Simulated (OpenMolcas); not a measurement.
## Excited-state calculation of SnClF2 (part 3 of 3)

Continued. System: SnClF2, multiplicity 2, SMILES [F][Sn]([F])[Cl]. Method: MC-PDFT (tLSDA)/STO-3G (OpenMolcas 26.06). The geometry comes from this level: GFN2-xTB.

Geometry of the input (Å):
```
F  -1.1543  -0.4885  1.6441
Sn 0.2253  0.4420  0.2940
F  1.8827  -0.8377  -0.1602
Cl -0.9537  0.8842  -1.7779
```

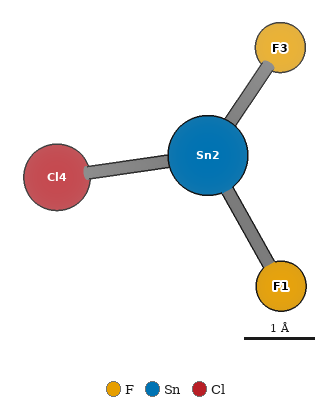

Fig. 1: The structure (ball-and-stick view, seen at a tilt; atoms are numbered from 1 in the order of the input). Sticks mark near contacts.

**The program's output, continued**
```
                F1      SN2     F3      CL4
      Total   -0.0242  0.0227  1.0033 -0.0018

      Total electronic spin=    1.000000
--

      Von Neumann Entropy (Root   5) =  1.26301

      Mulliken population analysis for root number:  5
      -----------------------------------------------

++    Molecular charges:
      ------------------

      Mulliken charges per centre
      ---------------------------

                F1      SN2     F3      CL4
      Total    9.0171 49.3429  9.1670 17.4731

      N-E     -0.0171  0.6571 -0.1670 -0.4731

      Total electronic charge=   85.000000

      Total            charge=   -0.000000
--

      Expectation values of various properties for root number:  5
      -----------------------------------------------------------

++    Molecular properties:
      ---------------------

      Charge (e):
                      =   -0.0000
      Dipole Moment (debye):
      Origin of the operator (angstrom)=    0.0389    0.3045    0.0066
                   X=  1.3327E+00               Y= -1.0994E+00               Z=  3.2309E+00           Total=  3.6638E+00
      Quadrupole Moment (debye*angstrom):
      Origin of the operator (angstrom)=    0.0389    0.3045    0.0066
                  XX= -4.4842E+01              XY=  3.7460E+00              XZ= -4.2247E+00              YY= -4.2845E+01
                  YZ=  9.7681E-01              ZZ= -4.9113E+01
      In traceless form (debye*angstrom)
                  XX=  1.1369E+00              XY=  5.6190E+00              XZ= -6.3371E+00              YY=  4.1328E+00
                  YZ=  1.4652E+00              ZZ= -5.2697E+00
--

      Mulliken spin population analysis for root number:  5
      ---------------------------------------------------

++    Molecular charges:
      ------------------

      Mulliken spin population per centre
      ---------------------------

                F1      SN2     F3      CL4
      Total    0.7735  0.2021  0.0030  0.0214

      Total electronic spin=    1.000000
--

      Average orbitals are written to the RASORB file
      Natural orbitals for root   1 are written to the RASORB.1 file
      Natural orbitals for root   2 are written to the RASORB.2 file
      Natural orbitals for root   3 are written to the RASORB.3 file
      Natural orbitals for root   4 are written to the RASORB.4 file
      Natural orbitals for root   5 are written to the RASORB.5 file
      Spin density orbitals for root   1 are written to the SPDORB.1 file
      Spin density orbitals for root   2 are written to the SPDORB.2 file
      Spin density orbitals for root   3 are written to the SPDORB.3 file
      Spin density orbitals for root   4 are written to the SPDORB.4 file
      Spin density orbitals for root   5 are written to the SPDORB.5 file

--- Stop Module: rasscf /rc=_RC_ALL_IS_WELL_ ---
           step5.RasOrb.2 step5.RasOrb.3 step5.RasOrb.4 step5.RasOrb.5 step5.rasscf.h5 step5.SpdOrb.1 step5.SpdOrb.2 step5.SpdOrb.3 step5.SpdOrb.4 step5.SpdOrb.5 xmldump
--- Module rasscf spent 4 seconds ---

--- Start Module: mcpdft ---

                                              &MCPDFT

                       available to each process: 1.9 GB of memory, 1 thread

 ###############################################################################
 ###    WARNING: Deprecation warning: KSDF should be replaced                ###
 ###    with FUNC keyword                                                    ###
 ###############################################################################

++    Wave function specifications:
      -----------------------------

      Number of closed shell electrons          74
      Number of electrons in active shells      11
      Max number of holes in RAS1 space          0
      Max nr of electrons in RAS3 space          0
      Number of inactive orbitals               37
      Number of active orbitals                  9
      Number of secondary orbitals               0
      Spin quantum number                      0.5
      State symmetry                             1
      Number of CSFs                          6048
      Number of RASSCF root(s) available         5
--

++    Orbital specifications:
      -----------------------

      Symmetry species                           1
                                                 a
      Frozen orbitals                            0
      Inactive orbitals                         37
      Active orbitals                            9
      RAS1 orbitals                              0
      RAS2 orbitals                              9
      RAS3 orbitals                              0
      Secondary orbitals                         0
      Deleted orbitals                           0
      Number of basis functions                 46
--

++    MCPDFT specifications:
      ----------------------

      Cholesky decomposition                     Off
      Type of calculation                        MS-PDFT
      On-Top Functional                          T:LSDA
      Exchange scaling factor                    1.00
      Correlation scaling factor                 1.00
      Wave function energy weight                0.00
--

      Numerical integration parameters
      --------------------------------
      Radial quadrature type:                         MHL
      Size of radial grid:                            75
      Lebedev angular grid:                           29
      Angular grid pruned with the crowding factor:  3.00E+00
                                 and fading factor:  6.00E+00
      Screening threshold for integral computation:   1.00E-11
      Radial quadrature accuracy:                     1.00E-25
      Maximum batch size:                             128
      AO values are stored on disk

++    DFT functional specifications:
      ------------------------------
      Using Libxc version: 6.2.2
      Please cite the following reference:
      S. Lehtola, C. Steigemann, M. J.T. Oliveira, and M. A.L. Marques.,  SoftwareX 7, 1–5 (2018) doi:10.1016/j.softx.2017.11.002

      * Slater exchange
        - P. A. M. Dirac.,  Math. Proc. Cambridge Philos. Soc. 26, 376 (1930) doi:10.1017/S0305004100016108
        - F. Bloch.,  Z. Phys. 57, 545 (1929) doi:10.1007/BF01340281
      * Vosko, Wilk & Nusair (VWN5_RPA)
--
   File JOBOLD not found -- use JOBIPH.
      The MO-coefficients are taken from the file:
      JOBIPH
 Reference MC-SCF energies taken from diagonal elements of
 effective Hamiltonian

++    CMS-PDFT INTERMEDIATE STATE 0001
      --------------------------------

      MCSCF reference energy                                            -6613.95944342

      Integrated total density:                                                 85.000
      Integrated alpha density before functional transformation:                43.000
      Integrated  beta density before functional transformation:                42.000
      Integrated alpha density  after functional transformation:                44.088
      Integrated  beta density  after functional transformation:                40.912
      Integrated alpha tau     before functional transformation:                 0.000
      Integrated  beta tau     before functional transformation:                 0.000
      Integrated alpha tau      after functional transformation:                 0.000
      Integrated  beta tau      after functional transformation:                 0.000
      NOTE:
      Densities after transformation are intermediate quantities
      and should not be interpreted as real spin densities

      Exchange energy scaling factor                                          1.000000
      Correlation energy scaling factor                                       1.000000

      Integrated alpha exchange energy                                      -98.451706
      Integrated beta  exchange energy                                      -96.532259
      Integrated  correlation   energy                                       -9.242035

      Nuclear Repulsion energy                                            463.72551134
      CASSCF contribution energy                                        -6406.11624212
      On-top energy                                                      -204.22600090

      Total MCPDFT energy for state   1                                 -6610.34224302
--

++    CMS-PDFT INTERMEDIATE STATE 0002
      --------------------------------

      MCSCF reference energy                                            -6613.95320981

      Integrated total density:                                                 85.000
      Integrated alpha density before functional transformation:                43.000
      Integrated  beta density before functional transformation:                42.000
      Integrated alpha density  after functional transformation:                44.149
      Integrated  beta density  after functional transformation:                40.851
      Integrated alpha tau     before functional transformation:                 0.000
      Integrated  beta tau     before functional transformation:                 0.000
      Integrated alpha tau      after functional transformation:                 0.000
      Integrated  beta tau      after functional transformation:                 0.000
      NOTE:
      Densities after transformation are intermediate quantities
      and should not be interpreted as real spin densities

      Exchange energy scaling factor                                          1.000000
      Correlation energy scaling factor                                       1.000000

      Integrated alpha exchange energy                                      -98.485914
      Integrated beta  exchange energy                                      -96.452627
      Integrated  correlation   energy                                       -9.237957

      Nuclear Repulsion energy                                            463.72551134
      CASSCF contribution energy                                        -6406.14956623
      On-top energy                                                      -204.17649794

      Total MCPDFT energy for state   2                                 -6610.32606417
--

++    CMS-PDFT INTERMEDIATE STATE 0003
      --------------------------------

      MCSCF reference energy                                            -6613.93657262

      Integrated total density:                                                 85.000
      Integrated alpha density before functional transformation:                43.000
      Integrated  beta density before functional transformation:                42.000
      Integrated alpha density  after functional transformation:                44.397
      Integrated  beta density  after functional transformation:                40.603
      Integrated alpha tau     before functional transformation:                 0.000
      Integrated  beta tau     before functional transformation:                 0.000
      Integrated alpha tau      after functional transformation:                 0.000
      Integrated  beta tau      after functional transformation:                 0.000
      NOTE:
      Densities after transformation are intermediate quantities
      and should not be interpreted as real spin densities

      Exchange energy scaling factor                                          1.000000
      Correlation energy scaling factor                                       1.000000

      Integrated alpha exchange energy                                      -98.549210
      Integrated beta  exchange energy                                      -96.451381
      Integrated  correlation   energy                                       -9.231947

      Nuclear Repulsion energy                                            463.72551134
      CASSCF contribution energy                                        -6406.07689006
      On-top energy                                                      -204.23253787

      Total MCPDFT energy for state   3                                 -6610.30942793
--

++    CMS-PDFT INTERMEDIATE STATE 0004
      --------------------------------

      MCSCF reference energy                                            -6613.95313904

      Integrated total density:                                                 85.000
      Integrated alpha density before functional transformation:                43.000
      Integrated  beta density before functional transformation:                42.000
      Integrated alpha density  after functional transformation:                44.149
      Integrated  beta density  after functional transformation:                40.851
      Integrated alpha tau     before functional transformation:                 0.000
      Integrated  beta tau     before functional transformation:                 0.000
      Integrated alpha tau      after functional transformation:                 0.000
      Integrated  beta tau      after functional transformation:                 0.000
      NOTE:
      Densities after transformation are intermediate quantities
      and should not be interpreted as real spin densities

      Exchange energy scaling factor                                          1.000000
      Correlation energy scaling factor                                       1.000000

      Integrated alpha exchange energy                                      -98.485975
      Integrated beta  exchange energy                                      -96.452495
      Integrated  correlation   energy                                       -9.237949

      Nuclear Repulsion energy                                            463.72551134
      CASSCF contribution energy                                        -6406.14956510
      On-top energy                                                      -204.17641899

      Total MCPDFT energy for state   4                                 -6610.32598409
--

++    CMS-PDFT INTERMEDIATE STATE 0005
      --------------------------------

      MCSCF reference energy                                            -6613.95949695

      Integrated total density:                                                 85.000
      Integrated alpha density before functional transformation:                43.000
      Integrated  beta density before functional transformation:                42.000
      Integrated alpha density  after functional transformation:                44.088
      Integrated  beta density  after functional transformation:                40.912
      Integrated alpha tau     before functional transformation:                 0.000
      Integrated  beta tau     before functional transformation:                 0.000
      Integrated alpha tau      after functional transformation:                 0.000
      Integrated  beta tau      after functional transformation:                 0.000
      NOTE:
      Densities after transformation are intermediate quantities
      and should not be interpreted as real spin densities

      Exchange energy scaling factor                                          1.000000
      Correlation energy scaling factor                                       1.000000

      Integrated alpha exchange energy                                      -98.451699
      Integrated beta  exchange energy                                      -96.532324
      Integrated  correlation   energy                                       -9.242041

      Nuclear Repulsion energy                                            463.72551134
      CASSCF contribution energy                                        -6406.11621001
      On-top energy                                                      -204.22606392

      Total MCPDFT energy for state   5                                 -6610.34227393
--

++       CMS-PDFT FINAL RESULTS
      -------------------------

      CMS-PDFT Effective Hamiltonian
      (diagonal values increased by  6610.00 hartree)
       -0.342243 -0.021805 -0.043890  0.010847 -0.042657
       -0.021805 -0.326064 -0.002305 -0.002808 -0.010845
       -0.043890 -0.002305 -0.309428  0.002316 -0.043856
        0.010847 -0.002808  0.002316 -0.325984  0.021816
       -0.042657 -0.010845 -0.043856  0.021816 -0.342274

::    MSPDFT root number  1 Total energy:  -6610.42847702
::    MSPDFT root number  2 Total energy:  -6610.33248854
::    MSPDFT root number  3 Total energy:  -6610.31826875
::    MSPDFT root number  4 Total energy:  -6610.29594582
::    MSPDFT root number  5 Total energy:  -6610.27081301

      CMS-PDFT Eigenvectors:

      Intermediate-state Basis
       Root    1      Root    2      Root    3      Root    4      Root    5
        0.600220      -0.223379       0.073383       0.670419       0.367411
        0.196113      -0.672438      -0.650031      -0.222787      -0.192856
        0.450020       0.000716       0.375326       0.000336      -0.810316
       -0.196082      -0.669166       0.652828      -0.224528       0.192799
        0.600257       0.223932       0.070865      -0.671187       0.366104

      Reference-state Basis
       Root    1      Root    2      Root    3      Root    4      Root    5
       -0.999561      -0.000008       0.008193       0.000025       0.028488
        0.000006      -0.997781      -0.000018      -0.066579      -0.000012
        0.007877       0.000021       0.999906      -0.000594      -0.011164
        0.000011      -0.066579       0.000587       0.997781      -0.000660
       -0.028577       0.000055      -0.010935      -0.000650      -0.999532
--

--- Stop Module: mcpdft /rc=_RC_ALL_IS_WELL_ ---
--- Module mcpdft spent 2 seconds ---

.##################.
.# Happy landing! #.
.##################.

    Timing: Wall=8.94 User=8.01 System=0.82
```
